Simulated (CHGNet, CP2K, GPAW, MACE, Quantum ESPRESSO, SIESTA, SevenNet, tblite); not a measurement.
**Forces in TiO2(110) slab (48 atoms), program by program**

Aim: forces of TiO2(110) slab (48 atoms) at one geometry, from other programs and methods, against plane-wave PBE.

Results are calculated, not measured.

### 1. The structure

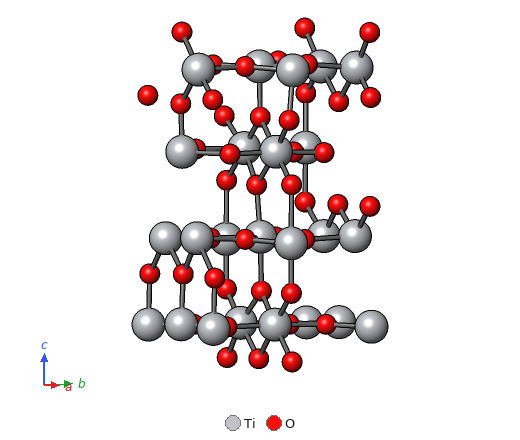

The cell (titanium light grey, oxygen red). Bonds to atoms that aren't drawn are left out. Some periodic images of atoms are drawn too.

The cell holds 48 atoms (16 Ti and 32 O), with edges of 5.92, 6.50 and 24.28 Å. Recipe: rutile TiO2 (cell 4.594, 4.594, 2.959, 90, 90, 90), (110) slab of 4 repeat layers, 2 x 1 surface cells, 12 Å of vacuum; every coordinate displaced by a Gaussian of 0.02 Å. Then every atom was moved at random, 0.05 Å r.m.s. a Cartesian component.

### 2. The reference input

Quantum ESPRESSO 7.5: Kohn-Sham DFT, PBE, SSSP efficiency 1.3.0 pseudopotentials, plane waves. Its input, pw.in:

```
&control
  calculation = 'scf'
  pseudo_dir = './pseudo'
  outdir = './tmp'
  disk_io = 'none'
  tprnfor = .true.
/
&system
  ibrav = 0
  nat = 48
  ntyp = 2
  ecutwfc = 60
  ecutrho = 480
  nosym = .true.
  occupations = 'smearing'
  smearing = 'fd'
  degauss = 0.003675
/
&electrons
  conv_thr = 2.4e-07
  electron_maxstep = 100
  mixing_beta = 0.4
  mixing_mode = 'local-TF'
  diagonalization = 'david'
/
ATOMIC_SPECIES
Ti 47.867 Ti.upf
O 15.999 O.upf
CELL_PARAMETERS angstrom
5.91800 0.00000 0.00000
0.00000 6.49690 0.00000
0.00000 0.00000 24.27914
ATOMIC_POSITIONS crystal
Ti 0.00177 0.00025 0.29844
Ti 0.24004 0.48481 0.30107
O 0.00015 0.49873 0.24570
O 0.00126 0.49386 0.35166
[... 42 atom lines left out ...]
O 0.74647 0.30574 0.70116
O 0.75437 0.69691 0.70335
K_POINTS gamma
```

```console
$ OMP_NUM_THREADS=1 mpirun -np 4 pw.x -in pw.in > output.txt
```

It took 2.4 min on 4 MPI ranks of Arm Neoverse V1, shared host; peak memory 2.6 GiB; 9.6 min of CPU time.

It converged with an r.m.s. force component of 1.8 eV/Å.

### 3. The other programs

- CHGNet: machine-learned potential, published weights.
- CP2K 2026.2: Gaussian basis with GTH pseudopotentials and a plane-wave density; labels give functional, basis (MOLOPT sets; SR short-range, UZH the newer set with its own potentials), grid cutoff/relative cutoff and solver (OT: orbital transformation; TRS4, TC2, SIGN: linear-scaling purification with its sparsity filter), or its built-in tight binding.
- GPAW 26.7.0: PAW with atomic orbitals (LCAO), plane waves or a real-space grid of spacing h.
- MACE: machine-learned potential, published weights.
- Quantum ESPRESSO 7.5: plane waves; labels (QE) give functional, pseudopotential set and cutoffs of waves/density.
- SIESTA 5.4.2: numerical atomic orbitals, whose automatically made sets are far from complete, with PseudoDojo norm-conserving potentials that we converted to its format (checked against plane waves on the same files for H, C, O, Si, Ge and Ca alone); labels give functional, basis size, energy shift and mesh cutoff.
- SevenNet: machine-learned potential, published weights.
- tblite 0.8.0: extended tight binding, driven from Python.

All use the same cell and atoms, and the electronic-structure runs the same k-mesh.

### 4. All runs compared

Differences are against the reference: forces as r.m.s. over components, share as that over the reference's r.m.s. force, slope as the fitted ratio of a run's forces to the reference's.

```csv
run,"Δ force, r.m.s. (meV/Å)",share (%),slope,cores,CPU time,memory (GiB)
reference,-,-,-,4,9.6 min,2.6
CHGNet 0.3.0 potential,458,25.1,0.853,1,3.8 s,1.1
"CP2K PBE+D3(BJ), DZVP-MOLOPT-SR, 800/50 Ry, diagonalisation",44.6,2.45,1.009,4,11 min,5.7
"CP2K PBE, DZVP-MOLOPT-SR, 280/50 Ry, diagonalisation (coarse)",100,5.49,1.014,2,7.2 min,1.2
"CP2K PBE, DZVP-MOLOPT-SR, 400/50 Ry, diagonalisation (coarse)",89.7,4.92,1.015,2,7.7 min,1.6
"CP2K PBE, DZVP-MOLOPT-SR, 800/30 Ry, diagonalisation (coarse)",32.1,1.76,1.014,4,8.6 min,5.6
"CP2K PBE, DZVP-MOLOPT-SR, 800/50 Ry, diagonalisation",32.3,1.77,1.014,4,11 min,5.6
"CP2K PBE, SZV-MOLOPT-SR, 800/50 Ry, diagonalisation (coarse)",405,22.2,1.064,2,5.6 min,4.5
"CP2K PBE, TZVP-MOLOPT (SR for Ti), 800/50 Ry, diagonalisation",29.3,1.61,1.006,4,16 min,5.8
"GPAW LDA, LCAO dzp, h 0.18 Å",105,5.75,1.021,1,7 min,1.2
"GPAW PBE, LCAO dzp, h 0.22 Å (coarse)",203,11.2,1.027,1,4.7 min,0.75
"GPAW PBE, LCAO sz(dzp), h 0.18 Å (coarse)",355,19.5,1.092,1,2.8 min,1.0
MACE MP-0b2 small potential,493,27.1,0.847,1,6.5 s,0.65
"QE PBE, sg15-1.2, 60/240 Ry (coarse)",32.4,1.78,1.008,2,7 min,0.88
"SIESTA PBE, DZP, shift 0.01 Ry, mesh 500 Ry",84.2,4.62,1.024,2,7 min,1.4
"SIESTA optB88-vdW, PBE potentials, DZP, shift 0.01 Ry, mesh 500 Ry",104,5.69,1.034,2,36 min,2.2
SevenNet 0 potential,426,23.4,0.871,1,8.2 s,0.77
tblite GFN1-xTB,899,49.3,0.571,1,3.1 s,0.1
```

Rows marked coarse were listed beforehand as settings not expected to be converged; some can still land near the reference.

Times of the machine-learned potentials are mostly Python's start and the loading of weights.

Runs without a result: GPAW PBE, LCAO dzp, h 0.18 Å (cut off at its time limit); GPAW PBE, LCAO szp(dzp), h 0.18 Å (cut off at its time limit).

CPU time is summed over cores on shared hosts, so it is rough.

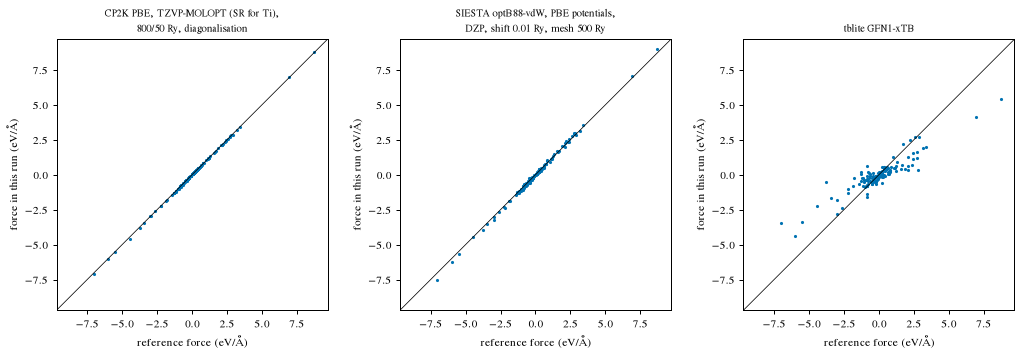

Force components against those of the reference; the line marks equality.

### 5. Findings

Forces lie from 1.6 % (CP2K PBE, TZVP-MOLOPT (SR for Ti), 800/50 Ry, diagonalisation) to 49 % (tblite GFN1-xTB) of the reference's r.m.s. force of 1.8 eV/Å away from it. The PBE runs in local orbitals, coarse settings apart, differ by 1.6 % (CP2K PBE, TZVP-MOLOPT (SR for Ti), 800/50 Ry, diagonalisation) to 4.6 % (SIESTA PBE, DZP, shift 0.01 Ry, mesh 500 Ry); basis, grid and potentials can all enter. Tight binding differs by 49 % (tblite GFN1-xTB); it is another model, with fitted parameters of its own, and the xTB methods hold dispersion. Machine-learned potentials differ by 23 % (SevenNet 0 potential) to 27 % (MACE MP-0b2 small potential); they were trained on other programs' data. Among those trained on PBE data the slope goes as low as 0.85, which softening far from their training structures can give, though the reference's k-sampling is untested too.

Rows with another functional or a dispersion term differ by 2.4 % (CP2K PBE+D3(BJ), DZVP-MOLOPT-SR, 800/50 Ry, diagonalisation) to 5.7 % (GPAW LDA, LCAO dzp, h 0.18 Å), which mixes the change of model with differences of basis and potentials, some of them made for another functional. Runs with settings chosen to be coarse differ by 1.8 % (CP2K PBE, DZVP-MOLOPT-SR, 800/30 Ry, diagonalisation) to 22 % (CP2K PBE, SZV-MOLOPT-SR, 800/50 Ry, diagonalisation), their programs' other errors included. From CP2K PBE, DZVP-MOLOPT-SR, 280/50 Ry, diagonalisation to the finer CP2K PBE, DZVP-MOLOPT-SR, 800/50 Ry, diagonalisation the share falls from 5.5 to 1.8 %.

Caveats: Periodic xTB results under one method name differ between programs and library versions. Machine-learned potentials mimic data converged in k, so the reference's own k-point error enters their differences. The cell is under 6 Å thick along one periodic direction, so every atom has periodic images of itself close by, which move with it. The runs have no spin polarisation, so moments on Ti can't form, and no Hubbard term. The electronic-structure runs sample only Γ, in a cell whose shortest periodic width is 6 Å. The slab repeats along its normal with no dipole correction. CP2K warns in some runs that its smearing reaches the highest orbitals computed, so too few empty orbitals were added. Where levels are smeared, the DFT runs use Fermi–Dirac occupations at 580 K (0.05 eV), and energies are free energies. The atoms were displaced at random, and shares hang on the size of the forces that this gives. The reference's cutoffs and mesh weren't converged further here.

[Logs are printed without paths, hosts, clocks, repeated set-up lines and the standing remarks that a program may print on its own settings, such as how far it seeks lower states.]

[Hosts, paths, dates, database ids (printed as entryN), source tags and the programs' standing remarks are cut or masked in the printed files.]

[Cells were taken only where this reference lay near another plane-wave run.]
